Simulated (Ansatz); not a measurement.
# How methods differ on BN (boron nitride)

The species is BN (2 atoms), meant as a triplet with charge 0. SMILES: `B#N`. The shape is that of a GFN2-xTB optimisation.

```xyz
2

B     0.0000    0.0000    0.0000
N     0.0000    0.0000    1.2684
```

Quantity: the electronic atomisation energy, in eV. The values are calculated. Electronic energies at fixed atoms, without zero-point motion or spin-orbit coupling.

```tsv
level	kind	program	value (eV)	less CCSD(T)/6-31G
UHF/6-31G	Hartree–Fock	Ansatz	1.30	-1.75
U-revPBE/6-31G	GGA	Ansatz	4.26	+1.21
UB3LYP/6-31G	global hybrid	Ansatz	4.05	+1.00
UBHLYP/6-31G	global hybrid	Ansatz	3.41	+0.36
U-wB97M-V/6-31G	range-separated hybrid	Ansatz	3.91	+0.86
U-wB97X/6-31G	range-separated hybrid	Ansatz	3.75	+0.70
UCCSD(T)/6-31G	coupled cluster or CI	Ansatz	3.05	0.00
UCCSDT(Q)/6-31G	coupled cluster or CI	Ansatz	3.10	+0.05
FCI/3-21G	exact in the basis	Ansatz	3.08	+0.03
```

UCCSD(T)/6-31G is the highest level here, not the true value. The values span 1.30 to 4.26 eV. All rows use very small basis sets, so none should be taken for the real molecule's value.

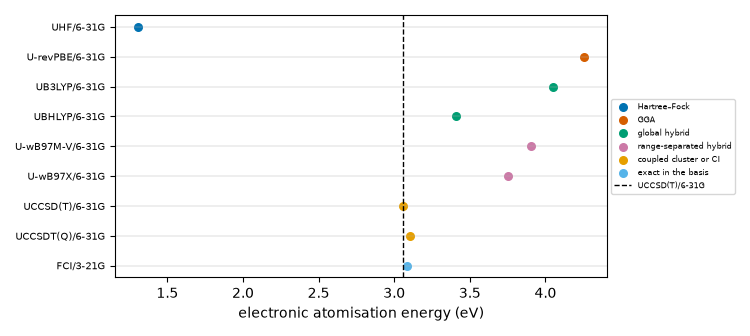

The values of the table, level by level.
